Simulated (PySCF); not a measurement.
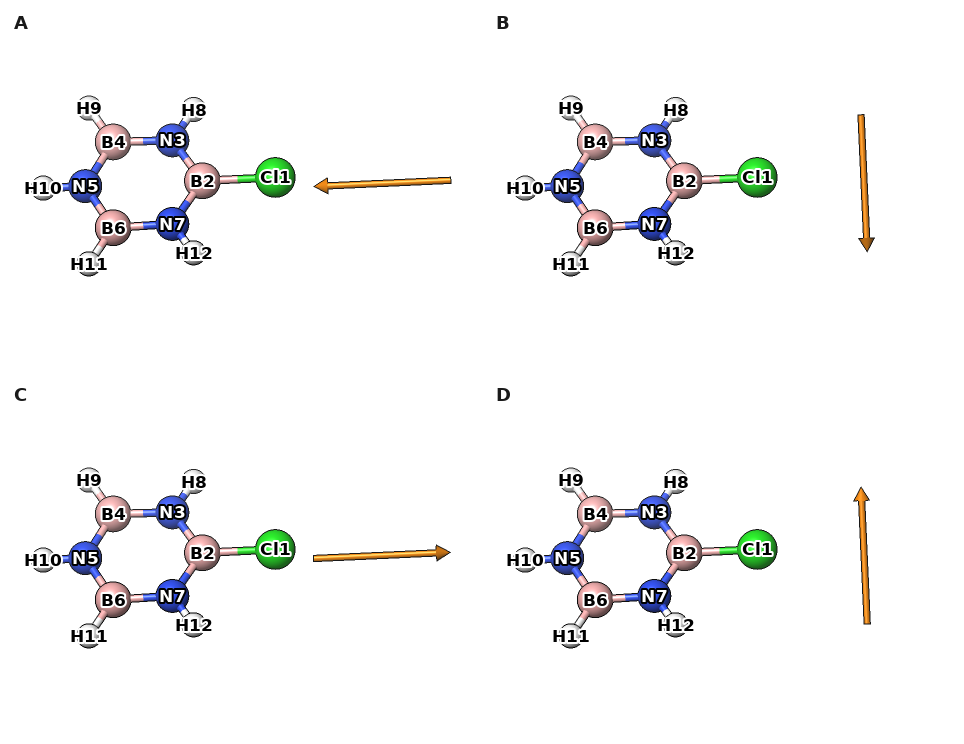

The same molecule four times, each with an arrow. The computed structure is the end point of a GFN2-xTB optimisation. No frequency run is at hand to confirm it as a minimum. Method: PBE0/pcSseg-1, gas phase (PySCF 2.14.0).

### Which arrow points along the dipole moment, from the negative to the positive end?

A. The dipole moment is 1.51 D; it points from the side of Cl1 to the side of H10 (the outermost atoms at the two ends).

The geometry is semi-empirical. Around B such bond lengths and angles can be off by a tenth of an ångström or more and by several degrees, and values that hang on the shape move with them.
